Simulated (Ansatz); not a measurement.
# One shape, several levels: SiHCl3 (trichlorosilane)

Wanted: a comparison of 6 runs (HF/STO-3G, B2PLYP/STO-3G, BHLYP/STO-3G, PBE0/STO-3G, BCCD(T)/STO-3G, CCSD(T)/STO-3G) of SiHCl3 (trichlorosilane). 

The results are computed with Ansatz 0.2.0.

56 further runs of the same task are left out: 10 that didn't finish, 46 set aside as unsound or not needed.

### 1 The system as given

SiHCl3 has 5 atoms, charge 0, and is taken as a singlet. SMILES: `Cl[SiH](Cl)Cl`. The Cl4–Si2 distance was set to 3.045 Å, away from the relaxed value. At this shape a bond of the SMILES string is far longer than usual.

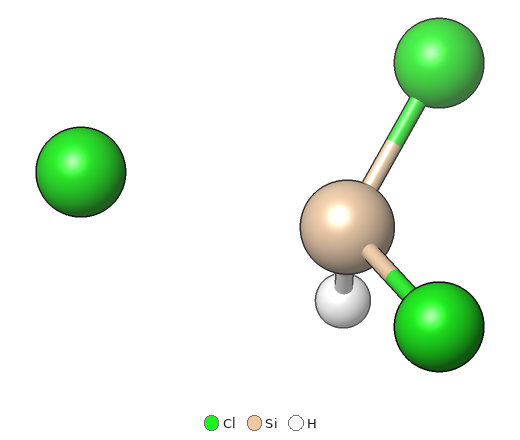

The structure, seen from a chosen angle (chlorine green, silicon light orange, hydrogen white).

### 2 The energy at HF/STO-3G (run 1)

run.yaml reads:

```yaml
crystal:
  periodic: [false, false, false]
  atoms:
    - {symbol: Cl, position_ang: [1.888288, 0.007479, 1.701687]}
    - {symbol: Si, position_ang: [0.116058, 0.566219, 0.885247]}
    - {symbol: Cl, position_ang: [0.215058, 2.512609, 0.318517]}
    - {symbol: Cl, position_ang: [-0.476020, -1.170520, -1.544190]}
    - {symbol: H, position_ang: [-0.953952, 0.399849, 1.877957]}
basis:
  gaussian: {orbitals: STO-3G}
total_charge: 0
hamiltonian: {xc: hf}
accuracy: high
```

On the command line:

```
ansatz run run.yaml --threads 1 --pin off --max-ram 3480MiB --events-out events.jsonl --progress --plain --runs-dir runs
```

Standard output:

```text
Warning: RAYON_NUM_THREADS=1 ignored (pool sized by the plan → 1); use --threads N
Functional definition: HF
  name "HF"
  exchange = exact_x
  correlation = 0
682 factors; integrals over basis functions are off by at most 1.7e-8 eV
mean field evaluation 1: about -44891.3115 eV, gradient 2.6e1 eV
mean field evaluation 2: about -44891.3421 eV, gradient 2.6e1 eV
mean field evaluation 4: about -44896.7349 eV, gradient 1.4e0 eV
mean field evaluation 8: about -44896.7453 eV, gradient 4.5e-2 eV
mean field -44896.74535577 eV, -1649.9249597174 hartree, gradient 8.8e-8 eV, S^2 0.000000; 0 other end points of the search recorded, 0 dependent functions left out
reference -44896.74535577 eV, -1649.9249597174 hartree; 33, 33 occupied and 4, 4 virtual orbitals, 682 factors
Total energy: -44896.74535577 eV, -1649.9249597174 hartree
```

Run time: 0.32 s. Hardware: 1 thread of Arm Neoverse V2, shared host.

### 3 A single-point energy at B2PLYP/STO-3G (run 2)

in.yaml reads:

```yaml
crystal:
  periodic: [false, false, false]
  atoms:
    - {symbol: Cl, position_ang: [1.888288, 0.007479, 1.701687]}
    - {symbol: Si, position_ang: [0.116058, 0.566219, 0.885247]}
    - {symbol: Cl, position_ang: [0.215058, 2.512609, 0.318517]}
    - {symbol: Cl, position_ang: [-0.476020, -1.170520, -1.544190]}
    - {symbol: H, position_ang: [-0.953952, 0.399849, 1.877957]}
basis:
  gaussian:
    orbitals: STO-3G
hamiltonian:
  xc: {name: B2PLYP}
correlation:
  frozen_orbitals: {Cl: 5, H: 0, Si: 5}
accuracy: high
```

On the command line:

```
ansatz run in.yaml --threads 1 --pin off --max-ram 3480MiB --events-out events.jsonl --progress --plain --runs-dir runs
```

Standard output:

```text
Warning: RAYON_NUM_THREADS=1 ignored (pool sized by the plan → 1); use --threads N
Functional definition: B2PLYP
  name "B2PLYP"
  parameter a = 0.53
  parameter c = 0.27
  exchange = (1 - a)*b88_x + a*exact_x
  correlation = (1 - c)*lyp_c + c*(mp2_os + mp2_ss)
682 factors; integrals over basis functions are off by at most 1.7e-8 eV
mean field evaluation 1: about -44937.3996 eV, gradient 2.9e1 eV
mean field evaluation 2: about -44937.4026 eV, gradient 2.9e1 eV
mean field evaluation 4: about -44943.6607 eV, gradient 5.4e0 eV
mean field evaluation 8: about -44944.0183 eV, gradient 4.8e-2 eV
mean field evaluation 16: about -44944.0184 eV, gradient 4.3e-6 eV
mean field -44944.01835210 eV, -1651.6622102898 hartree, gradient 8.4e-8 eV, S^2 0.000000; 0 other end points of the search recorded, 0 dependent functions left out; unrestricted orbitals would lower it
20 core orbitals not correlated: weight in the atoms' cores, before any rotation towards them, 1.000 or more for the frozen orbitals, at most 0.000 for the correlated occupied ones
reference -44944.01837373 eV, -1651.6622110847 hartree; 13, 13 occupied and 4, 4 virtual orbitals, 682 factors
second order -2.87185534 eV of doubles, -0.00000000 eV of singles
Total energy: -44944.79377467 eV, -1651.6907065437 hartree
```

Run time: 3.3 s. Hardware: 1 thread of Arm Neoverse V2, shared host; peak memory 0.14 GiB.

### 4 A single-point energy at BHLYP/STO-3G (run 3)

Edit run.yaml of step 2 so:

```diff
@@ -10,4 +10,4 @@
   gaussian: {orbitals: STO-3G}
-total_charge: 0
-hamiltonian: {xc: hf}
 accuracy: high
+magnetization: {spin_polarized: false}
+hamiltonian: {xc: {name: BHLYP}}
```

On the command line:

```
ansatz run run.yaml --threads 1 --pin off --max-ram 3480MiB --events-out events.jsonl --progress --plain --runs-dir runs
```

Standard output:

```text
Warning: RAYON_NUM_THREADS=1 ignored (pool sized by the plan → 1); use --threads N
Functional definition: BHLYP
  name "BHLYP"
  parameter a = 0.5
  exchange = (1 - a)*b88_x + a*exact_x
  correlation = lyp_c
682 factors; integrals over basis functions are off by at most 1.7e-8 eV
mean field evaluation 1: about -44956.7286 eV, gradient 3.0e1 eV
mean field evaluation 2: about -44950.4164 eV, gradient 4.0e1 eV
mean field evaluation 4: about -44963.3969 eV, gradient 1.9e0 eV
mean field evaluation 8: about -44963.4293 eV, gradient 3.2e-2 eV
mean field evaluation 16: about -44963.4293 eV, gradient 7.8e-7 eV
mean field -44963.42933846 eV, -1652.3755508814 hartree, gradient 9.1e-8 eV, S^2 0.000000; 0 other end points of the search recorded, 0 dependent functions left out
reference -44963.42936152 eV, -1652.3755517289 hartree; 33, 33 occupied and 4, 4 virtual orbitals, 682 factors
Total energy: -44963.42936152 eV, -1652.3755517289 hartree
```

Run time: 2.1 s. Hardware: 1 thread of Arm Neoverse V2, shared host; peak memory 0.13 GiB.

Runs 4 to 5 aren't shown in full; the table further down has their settings and results.

### 5 A single-point energy at CCSD(T)/STO-3G (run 6)

in.yaml reads:

```yaml
basis:
  gaussian:
    orbitals: STO-3G
crystal:
  periodic: [false, false, false]
  atoms:
    - symbol: Cl
      position_ang: [1.888288, 0.007479, 1.701687]
    - symbol: Si
      position_ang: [0.116058, 0.566219, 0.885247]
    - symbol: Cl
      position_ang: [0.215058, 2.512609, 0.318517]
    - symbol: Cl
      position_ang: [-0.476020, -1.170520, -1.544190]
    - symbol: H
      position_ang: [-0.953952, 0.399849, 1.877957]
correlation:
  method: ccsd_t
  frozen_orbitals: {Cl: 5, H: 0, Si: 5}
accuracy: high
scf:
  omitted_lower_state_checks: [cluster_reference, increment]
```

On the command line:

```
ansatz run in.yaml --threads 1 --pin off --max-ram 3480MiB --events-out events.jsonl --progress --plain --runs-dir runs
```

Standard output:

```text
Warning: RAYON_NUM_THREADS=1 ignored (pool sized by the plan → 1); use --threads N
[... 11 lines left out ...]
20 core orbitals not correlated: weight in the atoms' cores, before any rotation towards them, 1.000 or more for the frozen orbitals, at most 0.000 for the correlated occupied ones
[... 31 lines left out ...]
WARN: these amplitudes may be one of several solutions (largest doubles amplitude 0.36, level shift 0.81 eV)
Total energy: -44899.63089148 eV, -1650.0310011989 hartree
Checks for a lower state left out: cluster_reference, increment
```

It took 0.48 s on 1 thread of Arm Neoverse V2, shared host.

### 6 The series

| run | level | frozen core orbitals | energy (Eh) | wall time |
| --- | --- | --- | --- | --- |
| 1 | HF/STO-3G | – | -1649.924960 | 0.32 s |
| 2 | B2PLYP/STO-3G | 20 | -1651.690707 | 3.3 s |
| 3 | BHLYP/STO-3G | – | -1652.375552 | 2.1 s |
| 4 | PBE0/STO-3G | – | -1651.808411 | 2.1 s |
| 5 | BCCD(T)/STO-3G | 20 | -1650.030760 | 0.56 s |
| 6 | CCSD(T)/STO-3G | 20 | -1650.031001 | 0.48 s |

### 7 Outcome

```
                                           quantity           value
                                run 6: total energy  -1650.03100 Eh
run 6: correlation energy (20 core orbitals frozen)      -106.0 mEh
                              run 6: (T) correction       -3.45 mEh
                               run 6: T1 diagnostic           0.026
```

In words: Below the HF energy at the same shape and in the same basis (STO-3G): BCCD(T) -105.8 mEh; CCSD(T) -106.0 mEh. Totals of different functionals can't be ranked against each other. In runs 2, 5, 6 the log says that unrestricted orbitals would lower the reference, so the values rest on an unstable closed-shell determinant (other closed-shell runs at this shape may share the fault). In runs 1, 2, 3, 4, 5, 6 the basis is minimal, so the values are rough. All runs together took 9 s, the longest 3.3 s.
